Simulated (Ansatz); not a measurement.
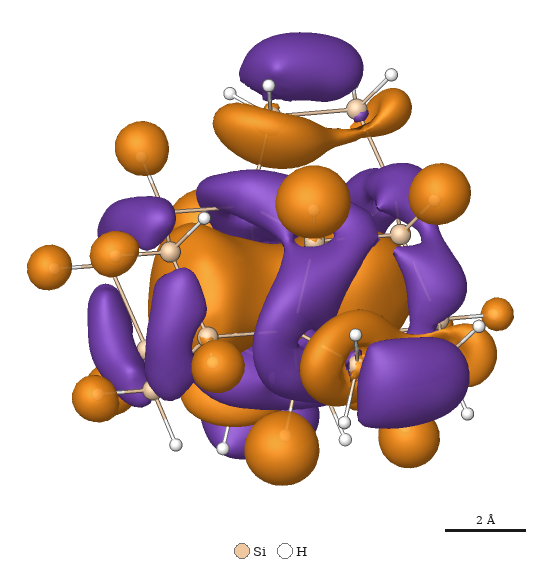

H30Si24 (Si24H30 hole sphere). One frontier orbital at ±0.04 Å⁻³ᐟ² (orange and purple are the two phases), seen at a tilt.

Geometry: PBE-D4/def2-SVP.

The calculation used RKS PBE0-D4/def2-SVP in Ansatz.

H30Si24 (Si24H30 hole sphere), 54 atoms.

> Which orbital is it: HOMO or LUMO?

The LUMO, at −1.64 eV. No atom holds more than about 10 % of it (Hirshfeld); by element the shares are Si 85 % and H 15 %.
